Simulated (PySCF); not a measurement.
NS₃⁻, singlet, geometry in Å:

```xyz
4

N      0.0000     0.0000     0.0000
S     -1.7052     0.0000     0.0000
S      0.8526    -1.4768     0.0000
S      0.8526     1.4768     0.0000
```

Unscaled harmonic wavenumbers and double-harmonic intensities, PBE/def2-SVPD, PySCF 2.14.0, isolated molecule. The structure is the lowest point that the starts tried gave, with the shape that electron-pair counting expects. Degenerate modes count as one line, with their intensities summed. Lorentzian lines of 8 cm⁻¹ full width. Close modes add up in the curve.

Which lines are the most intense, and is the structure a minimum?

The most intense lines (point group D3h) lie at 804.6 cm⁻¹ (380.7 km/mol, e') and 465.8 cm⁻¹ (9.5 km/mol, a2''). It has no imaginary mode, so it is a minimum.

| cm⁻¹ | km/mol | symmetry |
| --- | --- | --- |
| 300.9 | 5.7 | e' (×2) |
| 465.8 | 9.5 | a2'' |
| 505.1 | 0.0 | a1' |
| 804.6 | 380.7 | e' (×2) |

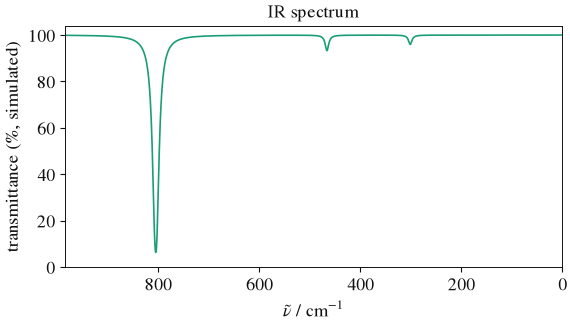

Note: double-zeta basis on some or all atoms.
